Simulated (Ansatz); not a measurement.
**singlet [BH2]+: levels of theory compared**

We compute a comparison of 6 runs (CAM-B3LYP/3-21G, HSE06/3-21G, B3LYP/6-311G**, BCCD(T)/3-21G, CCSDT/6-311G**, CCSD/3-21G) of singlet [BH2]+. 

The results are computed with Ansatz 0.2.0.

58 further runs of the same task are left out: 58 set aside as unsound or not needed.

**1. The structure to begin with**

The species is [BH2]+ (3 atoms), meant as a singlet with charge +1. SMILES of the parent species: `[BH2]`. Geometry: relaxed at GFN2-xTB. That shape belongs to the parent species and isn't relaxed for this state.

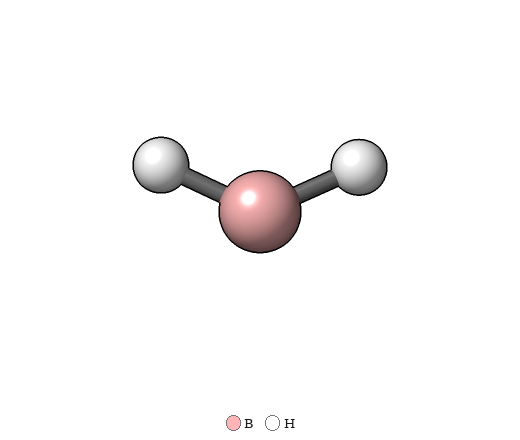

Viewed from a chosen angle; boron pink, hydrogen white.

**2. The energy at CAM-B3LYP/3-21G (run 1)**

Input file run.yaml:

```yaml
crystal:
  periodic: [false, false, false]
  atoms:
    - {symbol: B, position_ang: [0.262840, -0.166230, 0.128640]}
    - {symbol: H, position_ang: [0.280020, 0.985320, 0.260980]}
    - {symbol: H, position_ang: [-0.542860, -0.819090, -0.389630]}
basis:
  gaussian:
    orbitals: 3-21G.json
hamiltonian:
  xc: {name: CAM-B3LYP}
total_charge: 1
accuracy: high
```

The basis set 3-21G is read from a file made from the Basis Set Exchange's data (not shown).

On the command line:

```bash
ansatz run run.yaml --threads 1 --pin off --max-ram 2610MiB --events-out events.jsonl --progress --plain --runs-dir runs
```

Standard output:

```text
Warning: RAYON_NUM_THREADS=1 ignored (pool sized by the plan → 1); use --threads N
Functional definition: CAM-B3LYP
  name "CAM-B3LYP"
  parameter alpha = 0.19
  parameter beta = 0.46
  parameter omega = 0.33/bohr
  parameter ac = 0.81
  exchange = (1 - alpha - beta)*b88_x + beta*b88_x_sr(omega) + alpha*exact_x + beta*exact_x_lr(omega)
  correlation = (1 - ac)*vwn5_c + ac*lyp_c
250 factors; integrals over basis functions are off by at most 1.0e-8 eV
125 factors; integrals over basis functions are off by at most 1.5e-9 eV
mean field evaluation 1: about -691.4591 eV, gradient 7.0e0 eV
mean field evaluation 2: about -691.6359 eV, gradient 8.4e-1 eV
mean field evaluation 4: about -691.6141 eV, gradient 2.0e-1 eV
mean field evaluation 8: about -691.6143 eV, gradient 3.3e-4 eV
mean field evaluation 16: about -691.6143 eV, gradient 3.2e-9 eV
mean field -691.61428670 eV, -25.4163562433 hartree, gradient 3.2e-9 eV, S^2 0.000000; 0 other end points of the search recorded, 0 dependent functions left out
reference -691.61429787 eV, -25.4163566535 hartree; 3, 3 occupied and 10, 10 virtual orbitals, 250 factors
Total energy: -691.61429787 eV, -25.4163566535 hartree
```

Run time: 0.44 s. Hardware: 1 thread of Arm Neoverse V1, shared host.

**3. A single-point energy at HSE06/3-21G (run 2)**

Input file molecule.yaml:

```yaml
crystal:
  periodic: [false, false, false]
  atoms:
    - {symbol: B, position_ang: [0.262840, -0.166230, 0.128640]}
    - {symbol: H, position_ang: [0.280020, 0.985320, 0.260980]}
    - {symbol: H, position_ang: [-0.542860, -0.819090, -0.389630]}
basis:
  gaussian: {orbitals: 3-21G.json}
hamiltonian: {xc: {name: HSE06}}
total_charge: 1
accuracy: high
```

The basis set 3-21G is read from a file made from the Basis Set Exchange's data (not shown).

On the command line:

```bash
ansatz run molecule.yaml --threads 1 --pin off --max-ram 2610MiB --events-out events.jsonl --progress --plain --runs-dir runs
```

Standard output:

```text
Warning: RAYON_NUM_THREADS=1 ignored (pool sized by the plan → 1); use --threads N
Functional definition: HSE06
  name "HSE06"
  parameter a = 0.25
  parameter omega = 0.11/bohr
  exchange = pbe_x - a*pbe_x_sr(omega) + a*exact_x_sr(omega)
  correlation = pbe_c
250 factors; integrals over basis functions are off by at most 1.0e-8 eV
55 factors; integrals over basis functions are off by at most 6.4e-10 eV
mean field evaluation 1: about -690.6444 eV, gradient 9.2e0 eV
mean field evaluation 2: about -690.9800 eV, gradient 2.5e0 eV
mean field evaluation 4: about -691.0092 eV, gradient 3.3e-1 eV
mean field evaluation 8: about -690.9846 eV, gradient 7.3e-4 eV
mean field -690.98463578 eV, -25.3932169987 hartree, gradient 7.9e-9 eV, S^2 0.000000; 0 other end points of the search recorded, 0 dependent functions left out
reference -690.98463751 eV, -25.3932170621 hartree; 3, 3 occupied and 10, 10 virtual orbitals, 250 factors
Total energy: -690.98463751 eV, -25.3932170621 hartree
```

Wall time 0.48 s (1 thread of Arm Neoverse V1, shared host).

Runs 3 to 4 aren't shown in full; the table further down has their settings and results.

**4. A single-point energy at CCSDT/6-311G(d,p) (run 5)**

run.yaml, as its differences from that of step 2:

```diff
@@ -7,7 +7,6 @@
 basis:
-  gaussian:
-    orbitals: 3-21G.json
-hamiltonian:
-  xc: {name: CAM-B3LYP}
+  gaussian: {orbitals: 6-311G_st__st_.json}
 total_charge: 1
+correlation: {method: ccsdt, frozen_orbitals: {B: 1, H: 0}}
 accuracy: high
+scf: {omitted_lower_state_checks: [cluster_reference, increment]}
```

The basis set 6-311G** is read from a file made from the Basis Set Exchange's data (not shown).

On the command line:

```bash
ansatz run run.yaml --threads 1 --pin off --max-ram 2610MiB --events-out events.jsonl --progress --plain --runs-dir runs
```

Standard output (excerpt; [...] marks lines left out):

```text
Warning: RAYON_NUM_THREADS=1 ignored (pool sized by the plan → 1); use --threads N
Functional definition: HF
  name "HF"
[...]
533 factors; integrals over basis functions are off by at most 6.2e-9 eV
[...]
mean field -692.26562958 eV, -25.4402926524 hartree, gradient 8.1e-9 eV, S^2 0.000000; 0 other end points of the search recorded, 0 dependent functions left out
1 core orbitals not correlated: weight in the atoms' cores, before any rotation towards them, 1.000 or more for the frozen orbitals, at most 0.000 for the correlated occupied ones
reference -692.26562958 eV, -25.4402926524 hartree; 2, 2 occupied and 27, 27 virtual orbitals, 533 factors
second order -1.64486326 eV of doubles, -0.00000000 eV of singles
cycle   1  -1.99034674 eV  change   -3.5e-1 eV  update   4.2e-2
[...]
cycle  20  -2.16364364 eV  change   1.7e-10 eV  update  1.5e-10
Total energy: -694.42927321 eV, -25.5198050895 hartree
Checks for a lower state left out: cluster_reference, increment
```

It took 0.64 s on 1 thread of Arm Neoverse V1, shared host.

**5. A single-point energy at CCSD/3-21G (run 6)**

Input file in.yaml:

```yaml
basis:
  gaussian:
    orbitals: 3-21G.json
crystal:
  periodic: [false, false, false]
  atoms:
    - {symbol: B, position_ang: [0.262840, -0.166230, 0.128640]}
    - {symbol: H, position_ang: [0.280020, 0.985320, 0.260980]}
    - {symbol: H, position_ang: [-0.542860, -0.819090, -0.389630]}
total_charge: 1
correlation:
  method: ccsd
  frozen_orbitals: {B: 1, H: 0}
accuracy: high
scf:
  omitted_lower_state_checks: [cluster_reference, increment]
```

The basis set 3-21G is read from a file made from the Basis Set Exchange's data (not shown).

On the command line:

```bash
ansatz run in.yaml --threads 1 --pin off --max-ram 2610MiB --events-out events.jsonl --progress --plain --runs-dir runs
```

Standard output (excerpt; [...] marks lines left out):

```text
Warning: RAYON_NUM_THREADS=1 ignored (pool sized by the plan → 1); use --threads N
[... 2 set-up lines as earlier in the session ...]
[...]
250 factors; integrals over basis functions are off by at most 1.0e-8 eV
[...]
mean field -687.96786960 eV, -25.2823528864 hartree, gradient 1.9e-8 eV, S^2 0.000000; 0 other end points of the search recorded, 0 dependent functions left out
1 core orbitals not correlated: weight in the atoms' cores, before any rotation towards them, 1.000 or more for the frozen orbitals, at most 0.000 for the correlated occupied ones
reference -687.96786960 eV, -25.2823528864 hartree; 2, 2 occupied and 10, 10 virtual orbitals, 250 factors
second order -1.00031741 eV of doubles, -0.00000000 eV of singles
cycle   1  -1.25798191 eV  change   -2.6e-1 eV  update   3.8e-2
[...]
cycle  17  -1.38168505 eV  change   3.5e-10 eV  update  2.5e-10
Total energy: -689.34955465 eV, -25.3331288756 hartree
Checks for a lower state left out: cluster_reference, increment
```

It took 0.12 s on 1 thread of Arm Neoverse V1, shared host.

**6. All runs side by side**

| run | level | frozen core orbitals | energy (Eh) | wall time |
| --- | --- | --- | --- | --- |
| 1 | CAM-B3LYP/3-21G | – | -25.416357 | 0.44 s |
| 2 | HSE06/3-21G | – | -25.393217 | 0.48 s |
| 3 | B3LYP/6-311G** | – | -25.603337 | 0.58 s |
| 4 | BCCD(T)/3-21G | 1 | -25.333562 | 0.18 s |
| 5 | CCSDT/6-311G** | 1 | -25.519805 | 0.64 s |
| 6 | CCSD/3-21G | 1 | -25.333129 | 0.12 s |

**7. Outcome**

| quantity | value |
| --- | --- |
| run 6: total energy | -25.33313 Eh |
| run 6: correlation energy (1 core orbital frozen) | -50.8 mEh |
| run 6: T1 diagnostic | 0.011 |

In words: Totals of different functionals can't be ranked against each other. All runs together took 2.4 s, the longest 0.64 s.
